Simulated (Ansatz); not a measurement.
Cell of (GaSb)6/(InAs)6 zinc blende (001) superlattice on InP +3.0%, with its geometry taken from a PBE run:

```yaml
crystal:
  lattice:
    - [4.34119, 0.00000, 0.00000]
    - [0.00000, 4.34119, 0.00000]
    - [0.00000, 0.00000, 37.53929]
  atoms:
    - { symbol: Ga, position: [0.00000, 0.00000, 0.99767] }
    - { symbol: Sb, position: [0.50000, 0.00000, 0.03944] }
    - { symbol: Ga, position: [0.50000, 0.50000, 0.08102] }
    - { symbol: Sb, position: [0.00000, 0.50000, 0.12279] }
    - { symbol: Ga, position: [0.00000, 0.00000, 0.16451] }
    - { symbol: Sb, position: [0.50000, 0.00000, 0.20626] }
    - { symbol: Ga, position: [0.50000, 0.50000, 0.24803] }
    - { symbol: Sb, position: [0.00000, 0.50000, 0.28977] }
    - { symbol: Ga, position: [0.00000, 0.00000, 0.33159] }
    - { symbol: Sb, position: [0.50000, 0.00000, 0.37330] }
    - { symbol: Ga, position: [0.50000, 0.50000, 0.41526] }
    - { symbol: Sb, position: [0.00000, 0.50000, 0.45660] }
    - { symbol: In, position: [0.00000, 0.00000, 0.50465] }
    - { symbol: As, position: [0.50000, 0.00000, 0.54605] }
    - { symbol: In, position: [0.50000, 0.50000, 0.58778] }
    - { symbol: As, position: [0.00000, 0.50000, 0.62919] }
    - { symbol: In, position: [0.00000, 0.00000, 0.67080] }
    - { symbol: As, position: [0.50000, 0.00000, 0.71224] }
    - { symbol: In, position: [0.50000, 0.50000, 0.75379] }
    - { symbol: As, position: [0.00000, 0.50000, 0.79525] }
    - { symbol: In, position: [0.00000, 0.00000, 0.83676] }
    - { symbol: As, position: [0.50000, 0.00000, 0.87826] }
    - { symbol: In, position: [0.50000, 0.50000, 0.91974] }
    - { symbol: As, position: [0.00000, 0.50000, 0.96169] }
```

The numbers are results of r2SCAN (plane waves to 500 eV, PAW; Ansatz, an electronic-structure program), not measurements. Spin–orbit coupling is left out. Its k-point mesh 7×7×1, Fermi–Dirac width 0.01 eV.

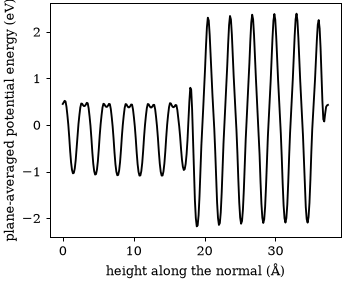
*Smooth (PAW) electrostatic potential energy of an electron, averaged over planes, about its mean*

The curve spans 4.6 eV over the stretch drawn.
